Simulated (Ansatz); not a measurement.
## Run report: HfNH₃Cl₂F, molecular dynamics (part 3 of 3)

The same run, continued: HfNH₃Cl₂F, multiplicity 2; UKS PBE0-D4/def2-SVP (Ansatz 0.2.0). It belongs to a series of runs on one base structure; here: dynamics from the highest image of the converged band.

Geometry of the input (Å):
```
Hf -0.1810  0.2311  -0.1836
F  0.6646  -0.9286  1.8171
N  1.8233  0.1967  -0.4204
H  2.4940  -0.4666  -0.0389
H  2.3066  0.7885  -1.0954
Cl -0.9812  2.1548  -1.2638
Cl -1.7385  -1.5578  0.0504
H  0.4902  -0.4180  2.5754
```

### What the program printed, continued
```
md step   199: t =    99.50 fs  T =    86.4 K  F+E_penalty+E_count = -30588.55613787 eV  E_kin = 0.066971 eV  conserved = -30588.48916652 eV  (40 SCF iters)
these checks for a lower state are left out or cut short: starts, cluster_reference, orbital_swaps, neighbouring_geometries, increment
1151 factors; integrals over basis functions are off by at most 3.2e-4 eV
mean field evaluation 1504: about -30588.4037 eV, gradient 1.3e-1 eV
mean field -30588.40378533 eV, -1124.1031055461 hartree, gradient 2.2e-5 eV, S^2 0.753030; 0 other end points of the search recorded, 0 dependent functions left out
the calculation of the forces begins
reference -30588.40384000 eV, -1124.1031075552 hartree; 33, 32 occupied and 78, 79 virtual orbitals, 1151 factors
1151 factors; integrals over basis functions are off by at most 3.2e-4 eV
mean field evaluation 1536: about -30587.5993 eV, gradient 3.6e0 eV
mean field -30588.40378533 eV, -1124.1031055461 hartree, gradient 2.2e-5 eV, S^2 0.753030; 3 other end points of the search recorded, 0 dependent functions left out
the calculation of the forces begins
reference -30588.40384000 eV, -1124.1031075552 hartree; 33, 32 occupied and 78, 79 virtual orbitals, 1151 factors
md step   200: t =   100.00 fs  T =    85.9 K  F+E_penalty+E_count = -30588.55574075 eV  E_kin = 0.066603 eV  conserved = -30588.48913790 eV  (48 SCF iters)
```

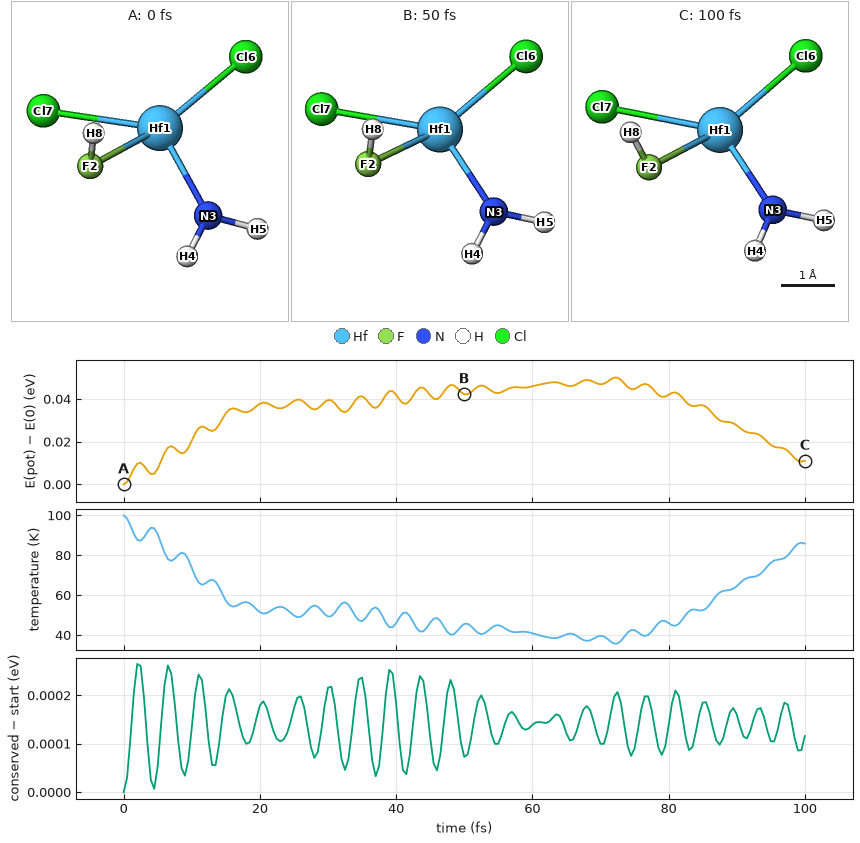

Fig. 1: Frames of the molecular dynamics (ball-and-stick, seen at a tilt) above the curves, on which the letters mark them. The trajectory kept here has 201 frames over 100 fs. The temperature starts at 100 K, ranges from 36 to 100 K and averages 51 K over the second half. The potential energy ends 0.011 eV above its first value. The conserved quantity stays within 0.00026 eV. After an unweighted best fit of the last frame on the first, the root-mean-square displacement is 0.16 Å, and H8 has moved furthest (0.29 Å).

```
Total energy: -30588.55579542 eV, -1124.1086918138 hartree
Atom 0 at    -0.173780     0.209876    -0.226734 Å, force     0.115510     0.117171     0.239448 eV/Å
Atom 1 at     0.678701    -0.954739     1.837924 Å, force    -0.036505     0.089279     0.128569 eV/Å
Atom 2 at     1.846317     0.360686    -0.267290 Å, force     0.303952    -0.013296    -0.307203 eV/Å
Atom 3 at     2.566090    -0.244940     0.137469 Å, force    -0.219043     0.193152    -0.067802 eV/Å
Atom 4 at     2.313728     1.015024    -0.913480 Å, force    -0.221924    -0.294424     0.327872 eV/Å
Atom 5 at    -0.981368     2.174285    -1.218379 Å, force    -0.025560    -0.017747    -0.057683 eV/Å
Atom 6 at    -1.786623    -1.523508     0.138613 Å, force     0.067498     0.001983    -0.011641 eV/Å
Atom 7 at     0.236223    -0.790681     2.642624 Å, force     0.016072    -0.076118    -0.251560 eV/Å
Dipole moment:     0.659671    -0.124660     0.630198 e Å
```

### Trajectory as extended XYZ (Å, eV, eV/Å), 12 of the 201 frames kept, from step=0 to step=200
```
8
Properties=species:S:1:pos:R:3:forces:R:3 step=0 time_fs=0.0 energy=-30588.56681 temperature=100.0
Hf   -0.1810    0.2311   -0.1836    0.0010  -0.0039   0.0018
F     0.6646   -0.9286    1.8171   -0.0006   0.0005  -0.0006
N     1.8232    0.1967   -0.4204    0.0019   0.0120  -0.0128
H     2.4940   -0.4666   -0.0389   -0.0027  -0.0041   0.0043
H     2.3066    0.7885   -1.0954    0.0002  -0.0053   0.0053
Cl   -0.9812    2.1548   -1.2638   -0.0009   0.0016  -0.0001
Cl   -1.7385   -1.5578    0.0504    0.0014  -0.0001   0.0007
H     0.4902   -0.4180    2.5754   -0.0003  -0.0007   0.0015
8
Properties=species:S:1:pos:R:3:forces:R:3 step=18 time_fs=9.0 energy=-30588.55182 temperature=80.7
Hf   -0.1756    0.2308   -0.1882   -0.4568  -0.2387   0.0703
F     0.6370   -0.9254    1.7949    0.0257   0.0419   0.3014
N     1.8186    0.2112   -0.4068    0.2535   0.1434  -0.0053
H     2.5293   -0.4175   -0.0369   -0.0497   0.0436  -0.0709
H     2.2652    0.8985   -1.0165    0.0494  -0.1189   0.0170
Cl   -0.9799    2.1590   -1.2584    0.0112   0.0123  -0.0116
Cl   -1.7509   -1.5708    0.0716    0.1642   0.2047  -0.0440
H     0.5172   -0.4853    2.6106    0.0024  -0.0883  -0.2568
8
Properties=species:S:1:pos:R:3:forces:R:3 step=36 time_fs=18.0 energy=-30588.53304 temperature=56.6
Hf   -0.1721    0.2296   -0.1925   -0.5753  -0.3525   0.0841
F     0.6116   -0.9251    1.7758    0.0636   0.0613   0.5350
N     1.8236    0.2338   -0.3932    0.5004   0.2020  -0.0499
H     2.5629   -0.3837   -0.0563   -0.1861   0.0224  -0.0363
H     2.2688    0.9627   -0.9582   -0.0736  -0.1362   0.0170
Cl   -0.9784    2.1634   -1.2533    0.0145  -0.0027  -0.0086
Cl   -1.7598   -1.5793    0.0918    0.2577   0.3389  -0.0952
H     0.5230   -0.5306    2.6219   -0.0013  -0.1334  -0.4460
8
Properties=species:S:1:pos:R:3:forces:R:3 step=55 time_fs=27.5 energy=-30588.53111 temperature=54.1
Hf   -0.1709    0.2266   -0.1968   -0.2761  -0.2920   0.0501
F     0.5897   -0.9304    1.7613    0.1003   0.0780   0.5746
N     1.8436    0.2680   -0.3794   -0.1326   0.1924  -0.0856
H     2.5529   -0.3931   -0.0724    0.0169   0.0425  -0.0248
H     2.2846    0.9982   -0.9459    0.0023  -0.2052   0.0818
Cl   -0.9764    2.1679   -1.2481    0.0131  -0.0407   0.0053
Cl   -1.7632   -1.5805    0.1108    0.2626   0.3680  -0.1472
H     0.4944   -0.5332    2.6059    0.0135  -0.1431  -0.4543
8
Properties=species:S:1:pos:R:3:forces:R:3 step=73 time_fs=36.5 energy=-30588.53043 temperature=53.2
Hf   -0.1711    0.2226   -0.2006   -0.0382  -0.1005   0.0014
F     0.5751   -0.9403    1.7541    0.1332   0.0804   0.4130
N     1.8540    0.3044   -0.3663    0.0240   0.0020  -0.1806
H     2.5462   -0.3928   -0.0893   -0.1145   0.0680   0.0510
H     2.3404    0.9892   -0.9558   -0.2151  -0.1477   0.1452
Cl   -0.9743    2.1712   -1.2429    0.0005  -0.0822   0.0215
Cl   -1.7606   -1.5734    0.1256    0.1774   0.2917  -0.1825
H     0.4421   -0.4953    2.5663    0.0326  -0.1117  -0.2690
8
Properties=species:S:1:pos:R:3:forces:R:3 step=91 time_fs=45.5 energy=-30588.52658 temperature=48.2
Hf   -0.1716    0.2181   -0.2045    0.0383   0.1227  -0.0375
F     0.5676   -0.9523    1.7537    0.1877   0.0464   0.1785
N     1.8534    0.3349   -0.3558   -0.0262  -0.1779  -0.1508
H     2.5164   -0.3842   -0.0559   -0.0657   0.2182  -0.0320
H     2.3466    0.9940   -0.9696   -0.1750  -0.2106   0.2260
Cl   -0.9721    2.1728   -1.2374   -0.0146  -0.0921   0.0199
Cl   -1.7541   -1.5601    0.1363    0.0310   0.1285  -0.1908
H     0.3849   -0.4420    2.5121    0.0246  -0.0351  -0.0131
8
Properties=species:S:1:pos:R:3:forces:R:3 step=109 time_fs=54.5 energy=-30588.52386 temperature=44.7
Hf   -0.1719    0.2142   -0.2084   -0.1006   0.2659  -0.0492
F     0.5680   -0.9630    1.7596    0.2556  -0.0376  -0.0423
N     1.8382    0.3520   -0.3464    0.3811  -0.1931  -0.1148
H     2.5206   -0.3263    0.0066   -0.1349   0.2446  -0.0955
H     2.3291    1.0098   -0.9655   -0.2016  -0.2351   0.2561
Cl   -0.9702    2.1723   -1.2314   -0.0373  -0.0595  -0.0048
Cl   -1.7470   -1.5440    0.1430   -0.1395  -0.0673  -0.1680
H     0.3421   -0.4042    2.4660   -0.0228   0.0822   0.2184
8
Properties=species:S:1:pos:R:3:forces:R:3 step=127 time_fs=63.5 energy=-30588.51896 temperature=38.5
Hf   -0.1726    0.2114   -0.2126   -0.2053   0.2927  -0.0251
F     0.5767   -0.9700    1.7706    0.3062  -0.1322  -0.2162
N     1.8244    0.3556   -0.3362    0.8155  -0.0245  -0.0556
H     2.5553   -0.2328    0.0778   -0.2557   0.1643  -0.1503
H     2.2895    1.0409   -0.9480   -0.2294  -0.2682   0.2424
Cl   -0.9691    2.1706   -1.2255   -0.0643   0.0063  -0.0461
Cl   -1.7429   -1.5293    0.1459   -0.2775  -0.2302  -0.1226
H     0.3215   -0.4028    2.4556   -0.0895   0.1919   0.3734
8
Properties=species:S:1:pos:R:3:forces:R:3 step=145 time_fs=72.5 energy=-30588.51678 temperature=35.8
Hf   -0.1740    0.2098   -0.2168    0.0120   0.2389   0.0373
F     0.5932   -0.9721    1.7852    0.3189  -0.1848  -0.3428
N     1.8283    0.3530   -0.3231    0.5000   0.1303   0.0213
H     2.5851   -0.1603    0.1394   -0.2280   0.1740  -0.2697
H     2.2290    1.0798   -0.9337   -0.0422  -0.3710   0.2714
Cl   -0.9694    2.1691   -1.2207   -0.0837   0.0734  -0.0867
Cl   -1.7448   -1.5194    0.1461   -0.3272  -0.3020  -0.0755
H     0.3177   -0.4450    2.4903   -0.1498   0.2411   0.4447
8
Properties=species:S:1:pos:R:3:forces:R:3 step=164 time_fs=82.0 energy=-30588.52610 temperature=47.7
Hf   -0.1754    0.2092   -0.2210    0.3022   0.1527   0.1329
F     0.6179   -0.9694    1.8030    0.2482  -0.1025  -0.2977
N     1.8389    0.3516   -0.3037    0.4293   0.3446  -0.1557
H     2.6282   -0.1193    0.1437   -0.2786  -0.0133  -0.1096
H     2.2350    1.0814   -0.9187   -0.1979  -0.3689   0.2607
Cl   -0.9717    2.1690   -1.2176   -0.0898   0.0947  -0.1038
Cl   -1.7544   -1.5160    0.1445   -0.2639  -0.2510  -0.0446
H     0.3161   -0.5328    2.5587   -0.1495   0.1436   0.3179
8
Properties=species:S:1:pos:R:3:forces:R:3 step=182 time_fs=91.0 energy=-30588.54158 temperature=67.6
Hf   -0.1754    0.2093   -0.2243    0.3916   0.1087   0.2174
F     0.6464   -0.9633    1.8207    0.1414   0.0113  -0.1216
N     1.8494    0.3563   -0.2842    0.0846   0.1779  -0.2219
H     2.6145   -0.1717    0.1428   -0.2348   0.1371  -0.1415
H     2.2513    1.0609   -0.9229   -0.1018  -0.3775   0.3278
Cl   -0.9759    2.1711   -1.2170   -0.0659   0.0603  -0.0935
Cl   -1.7693   -1.5183    0.1419   -0.1133  -0.1314  -0.0297
H     0.2966   -0.6486    2.6197   -0.1018   0.0136   0.0630
8
Properties=species:S:1:pos:R:3:forces:R:3 step=200 time_fs=100.0 energy=-30588.55574 temperature=85.9
Hf   -0.1738    0.2099   -0.2267    0.1155   0.1172   0.2394
F     0.6787   -0.9547    1.8379   -0.0365   0.0893   0.1286
N     1.8463    0.3607   -0.2673    0.3040  -0.0133  -0.3072
H     2.5661   -0.2449    0.1375   -0.2190   0.1932  -0.0678
H     2.3137    1.0150   -0.9135   -0.2219  -0.2944   0.3279
Cl   -0.9814    2.1743   -1.2184   -0.0256  -0.0177  -0.0577
Cl   -1.7866   -1.5235    0.1386    0.0675   0.0020  -0.0116
H     0.2362   -0.7907    2.6426    0.0161  -0.0761  -0.2516
```
